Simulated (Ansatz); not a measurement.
# C5H10 (SMILES C=CCCC) at HF/3-21G

Aim: the electronic atomisation energy of C5H10 at HF/3-21G, from 3 runs. 

Program for the calculation: Ansatz 0.2.0.

27 further runs of the same task are left out: 27 set aside as unsound or not needed.

### 1 The structure to begin with

C5H10: 15 atoms, total charge 0, spin state singlet. As SMILES, `C=CCCC`. Geometry: relaxed at PBE0-D4/def2-TZVP. This is one conformer, not always the lowest.

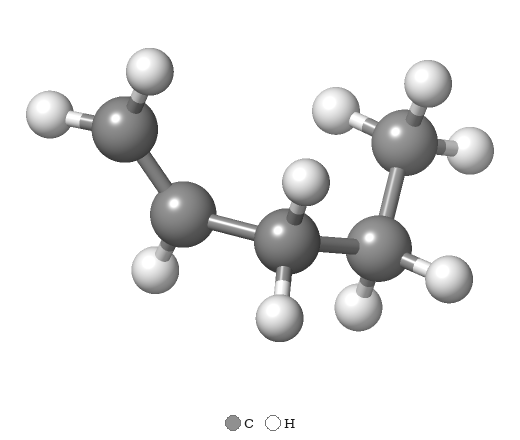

The structure, seen from a chosen angle (carbon grey, hydrogen white).

### 2 A single-point energy at HF/3-21G

input.yaml

```yaml
crystal:
  periodic: [false, false, false]
  atoms:
    - symbol: C
      position_ang: [-0.465800, 1.494900, 1.641300]
    - symbol: C
      position_ang: [-0.106700, 0.249500, 1.363600]
    - symbol: C
      position_ang: [0.933300, -0.151100, 0.371600]
    - symbol: C
      position_ang: [0.382800, -1.036500, -0.747200]
    - symbol: C
      position_ang: [-0.616700, -0.321100, -1.638900]
    - symbol: H
      position_ang: [-1.232300, 1.716600, 2.374900]
    - symbol: H
      position_ang: [0.000400, 2.340800, 1.144800]
    - symbol: H
      position_ang: [-0.605200, -0.569000, 1.882700]
    - symbol: H
      position_ang: [1.728400, -0.698400, 0.892300]
    - symbol: H
      position_ang: [1.394800, 0.744600, -0.058300]
    - symbol: H
      position_ang: [1.219900, -1.402800, -1.349900]
    - symbol: H
      position_ang: [-0.084500, -1.923400, -0.303900]
    - symbol: H
      position_ang: [-0.157700, 0.545800, -2.123100]
    - symbol: H
      position_ang: [-1.472200, 0.041100, -1.064100]
    - symbol: H
      position_ang: [-0.992400, -0.981000, -2.424100]
basis:
  gaussian: {orbitals: 3-21G.json}
hamiltonian: {xc: hf}
accuracy: high
output: {orbitals: {seedname: orbitals}}
```

The basis set 3-21G is read from a file made from the Basis Set Exchange's data (not shown).

Launch:

```sh
ansatz run input.yaml --threads 1 --pin off --max-ram 3480MiB --events-out events.jsonl --progress --plain --runs-dir runs
```

Standard output:

```text
Warning: RAYON_NUM_THREADS=1 ignored (pool sized by the plan → 1); use --threads N
Functional definition: HF
  name "HF"
  exchange = exact_x
  correlation = 0
1648 factors; integrals over basis functions are off by at most 7.2e-9 eV
mean field evaluation 1: about -5278.2836 eV, gradient 2.6e1 eV
mean field evaluation 2: about -5278.7784 eV, gradient 2.6e1 eV
mean field evaluation 4: about -5280.6622 eV, gradient 2.3e0 eV
mean field evaluation 8: about -5280.6754 eV, gradient 2.4e-4 eV
mean field -5280.67536197 eV, -194.0612401819 hartree, gradient 2.2e-8 eV, S^2 0.000000; 0 other end points of the search recorded, 0 dependent functions left out
reference -5280.67536197 eV, -194.0612401819 hartree; 20, 20 occupied and 45, 45 virtual orbitals, 1648 factors
Total energy: -5280.67536197 eV, -194.0612401819 hartree
```

It took 1.2 s on 1 thread of Arm Neoverse V2, shared host; peak memory 0.16 GiB.

### 3 The C atom, same level

input.yaml

```yaml
crystal:
  periodic: [false, false, false]
  atoms:
    - {symbol: C, position_ang: [0.000000, 0.000000, 0.000000]}
basis:
  gaussian:
    orbitals: 3-21G.json
magnetization:
  spin_polarized: true
  initial_magnetization: 2
hamiltonian:
  xc: hf
accuracy: high
```

The basis set 3-21G is read from a file made from the Basis Set Exchange's data (not shown).

Run the same way, it converges to -37.48107 Eh (log not shown).

### 4 The H atom

molecule.yaml

```yaml
crystal:
  periodic: [false, false, false]
  atoms:
    - {symbol: H, position_ang: [0.000000, 0.000000, 0.000000]}
basis:
  gaussian: {orbitals: 3-21G.json}
magnetization: {spin_polarized: true, initial_magnetization: 1}
hamiltonian: {xc: hf}
accuracy: high
```

The basis set 3-21G is read from a file made from the Basis Set Exchange's data (not shown).

Run the same way, it converges to -0.49620 Eh (log not shown).

### 5 What came out

Level: HF/3-21G.

| quantity | value |
| --- | --- |
| molecule: total energy | -194.06124 Eh |
| molecule: HOMO energy | -9.72 eV |
| molecule: LUMO energy | 5.13 eV |
| molecule: HOMO–LUMO gap | 14.85 eV |
| C atom: total energy | -37.48107 Eh |
| C atom: ⟨S²⟩ | 2.001 |
| H atom: total energy | -0.49620 Eh |
| H atom: ⟨S²⟩ | 0.750 |
| electronic atomisation energy | 46.093 eV |

In words: Taking the molecule apart into free atoms costs 46.09 eV (4447 kJ/mol), before zero-point energy and without spin-orbit coupling. Hartree–Fock lacks the correlation of the bonding pairs, which as a rule makes this value much too low; in minimal bases other errors can mask that. The basis has no polarisation functions, which makes bonds too weak.
